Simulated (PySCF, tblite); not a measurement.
# C₃H₁₀OSi₃: geometry, infrared bands and NMR shifts

Wanted: the infrared bands and NMR shifts of C₃H₁₀OSi₃ (`CC1=CO[SiH2][Si@H]1[SiH3]`), by calculation.

Computed with tblite 0.8.0 and PySCF 2.14.0, with density-fitted response routines of our own, on a single molecule in the gas phase. Atoms are numbered from 0 throughout.

## (1) The starting structure

17 atoms, charge 0, multiplicity 1; geometry from: force field or distance geometry start.

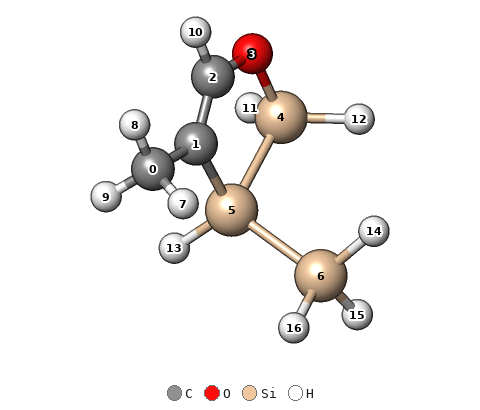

The starting geometry (carbon grey, oxygen red, silicon light orange, hydrogen white), atoms numbered.

## (2) Optimising the geometry with GFN2-xTB

What the job is given:

```
{"job": {"kind": "relax", "xc": "GFN2-xTB", "basis": "xTB"}, "charge": 0, "multiplicity": 1}
C     -1.983600    -1.198400     0.185500
C     -1.117800    -0.002500    -0.039500
C     -1.440000     1.258900     0.275700
O     -0.631200     2.367300     0.045900
Si     0.858300     2.027700    -0.643800
Si     0.580300    -0.252800    -0.800700
Si     2.083400    -1.212200     0.603600
H     -1.523300    -1.901400     0.883800
H     -2.953300    -0.907300     0.614500
H     -2.198500    -1.711800    -0.754400
H     -2.394500     1.565900     0.711400
H      0.960100     2.682800    -1.980500
H      1.963400     2.434300     0.263600
H      0.491800    -0.805400    -2.184000
H      2.055700    -0.577400     1.955900
H      3.458700    -1.096100     0.074200
H      1.783400    -2.659500     0.778800
```

Run with:

```sh
OMP_NUM_THREADS=1 python probes_run.py task.json out
```

One launch serves the whole session: the jobs run in the order shown.

**Question.** This job is followed by: GFN2-xTB harmonic vibrations, gas phase; GIAO PBE0/pcSseg-1 NMR shielding, non-relativistic, gas phase. What will the session give for the following? strongest single infrared mode (GFN2-xTB); zero-point energy (GFN2-xTB); 13C shifts against TMS (PBE0/pcSseg-1); 1H shifts against TMS (PBE0/pcSseg-1, means over atoms taken as alike); 17O shifts against H2O (PBE0/pcSseg-1); 29Si shifts against TMS (PBE0/pcSseg-1); surface potential, least and greatest.

As calculated:

```
                                                              quantity                                   value
                             strongest single infrared mode (GFN2-xTB)                   2232 cm⁻¹, 666 km/mol
                                          zero-point energy (GFN2-xTB)                           70.4 kcal/mol
                                13C shifts against TMS (PBE0/pcSseg-1)                  161.1, 109.5, 17.8 ppm
1H shifts against TMS (PBE0/pcSseg-1, means over atoms taken as alike)  6.72, 5.44, 5.29, 4.41, 3.60, 2.01 ppm
                                17O shifts against H2O (PBE0/pcSseg-1)                               113.6 ppm
                               29Si shifts against TMS (PBE0/pcSseg-1)                -10.0, -83.1, -117.2 ppm
                                 surface potential, least and greatest                      -1.07 V and 1.28 V
```

**Reading.** Relaxing lowered the energy by 0.328 eV in 79 steps; the close pair that moved most is Si5–Si6, from 2.270 to 2.316 Å. No mode is imaginary among the 45: a minimum at this level. GFN2-xTB is a fitted tight-binding method: band positions and strengths are rough. Its intensities can rank the bands wrongly. The most deshielded carbon is C2 (alkene carbon bearing oxygen), at 161.1 ppm: an sp2 carbon further deshielded by the attached heteroatom. H10 (hydrogen on an alkene carbon bearing oxygen) lies farthest downfield among hydrogen, at 6.72 ppm; attached to an sp2 carbon and in the plane of the double bond. At PBE0/pcSseg-1: The largest span, 179 ppm, is at C1, where the paramagnetic term is -190 ppm. At PBE0/pcSseg-1, counted by nearest atom on the grid, the HOMO lies on C1 35 %; O3 21 %, the LUMO on Si4, Si5 about 18 % each; H11 13 %.
